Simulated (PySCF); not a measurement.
## Single-point calculation, with input and output: LaH2S (charge +3)

The run: single-point calculation of LaH2S, charge +3. Method and program: RKS BP86, La lcecp-1-SVP with ECP46, S def2-SVP, H def2-SVP; non-relativistic Hamiltonian with a scalar-relativistic core potential; density fitting (PySCF 2.14.0).

It belongs to a series of runs on one base structure; here: finer grid at the relaxed geometry.

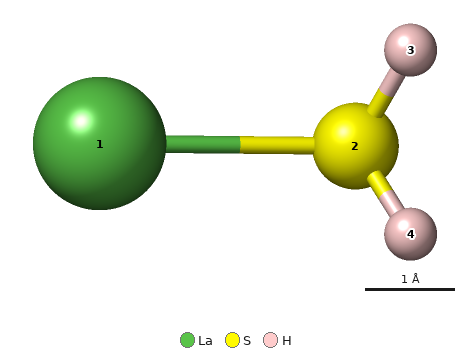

*The structure as given in the input (ball-and-stick view, seen on its broad side; atoms are numbered from 1 in the order of the input). Sticks mark near contacts.*

The input:
```python
mol = gto.M(atom='''
La     0.00000    -0.00095    -0.55966
S      0.00000    -0.01034     2.37860
H      1.04817     0.73816     2.90394
H     -1.04817     0.73816     2.90394''',
    basis={'La': 'lcecp-1-SVP', 'S': 'def2-SVP', 'H': 'def2-SVP'},
    ecp={'La': 'lcecp-1-SVP'},
    charge=3, spin=0)
mf = dft.RKS(mol, xc='B88,P86')
mf.grids.atom_grid = (75, 302)  # f atoms: at least (60, 302), unpruned
mf = mf.density_fit()  # La AutoAux, S def2-universal-JKFIT, H def2-universal-JKFIT
mf.conv_tol = 1e-09; mf.max_cycle = 55
mf.kernel(dm0)
```

The script is an equivalent of the set-up of the self-consistent field. The run itself was carried out by a driver, which started from the orbitals of the step before it where there was one and computed the further properties.

Launch command:
```bash
OMP_NUM_THREADS=2 python <driver script>
```

Output:
```
init E= -429.660978042921
  HOMO = -0.826849726176361  LUMO = -0.744335081031939  gap/eV = 2.24534
cycle= 1 E= -429.66097803972  delta_E= 3.2e-09  |g|= 9.12e-05  |ddm|= 0.000252
  HOMO = -0.826814732266365  LUMO = -0.74435630466046  gap/eV = 2.24381
cycle= 2 E= -429.660978014265  delta_E= 2.55e-08  |g|= 0.000243  |ddm|= 0.000653
  HOMO = -0.826840053246675  LUMO = -0.744341218651417  gap/eV = 2.24491
cycle= 3 E= -429.660978044056  delta_E= -2.98e-08  |g|= 8.54e-06  |ddm|= 0.000466
  HOMO = -0.82683982081984  LUMO = -0.744340594601887  gap/eV = 2.24492
cycle= 4 E= -429.660978044089  delta_E= -3.23e-11  |g|= 7.09e-07  |ddm|= 1.21e-05
  HOMO = -0.826840031746459  LUMO = -0.744340731028142  gap/eV = 2.24492
Extra cycle  E= -429.660978044089  delta_E= 5.68e-14  |g|= 8.49e-07  |ddm|= 1.96e-06
converged SCF energy = -429.660978044089
```

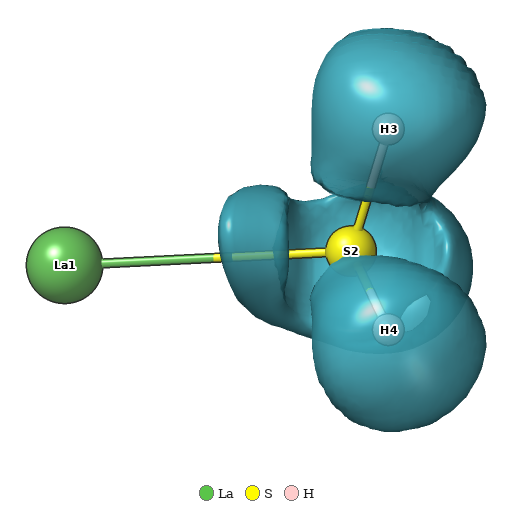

*Isosurface of the ELF at 0.8 (cyan), seen at a tilt. Only the valence region is drawn (cores and ρ < 0.01 e/Å³ removed).*

Along the contacts the grid gives the following. La–S (2.94 Å): the ELF peaks at about 0.95 in the valence shell of S, 1.0 Å from its nucleus, and is about 0.40 at the midpoint. S–H (1.39 Å): the ELF climbs to about 1 towards the hydrogen, as it does in any bond to H (a covalent bond by its length).

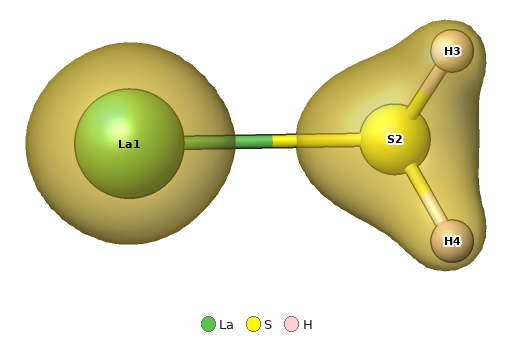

*Isosurface of the total electron density at 0.5 e/Å³ (yellow), seen face on.*

At this value the surface falls into two separate pieces. It is pinched off along the La–S (2.94 Å) contacts. On the grid the lowest density along these lines, outside the cores, is 0.29 e/Å³ (La–S, 2.94 Å) and 1.4 e/Å³ (S–H, 1.39 Å).

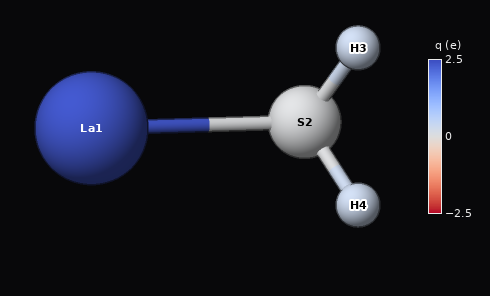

*Mulliken charges, as the colour of each atom (ball-and-stick view, seen at a tilt; atoms are numbered from 1 in the order of the input; Mulliken charges depend strongly on the basis).*

By element: La +2.37, S +0.02 and H +0.30 e.

Key numbers:

| quantity | value |
| --- | --- |
| outcome | converged |
| total energy | −429.660978 hartree |
| HOMO | −22.50 eV |
| LUMO | −20.25 eV |
| largest force (length of the vector) | 0.019 eV/Å |
| hardware | 2 threads of Arm Neoverse V2, 24 GiB of memory available, shared host |
| wall time | 2.9 s (CPU time 5.9 s) |
| peak memory | 0.65 GiB |
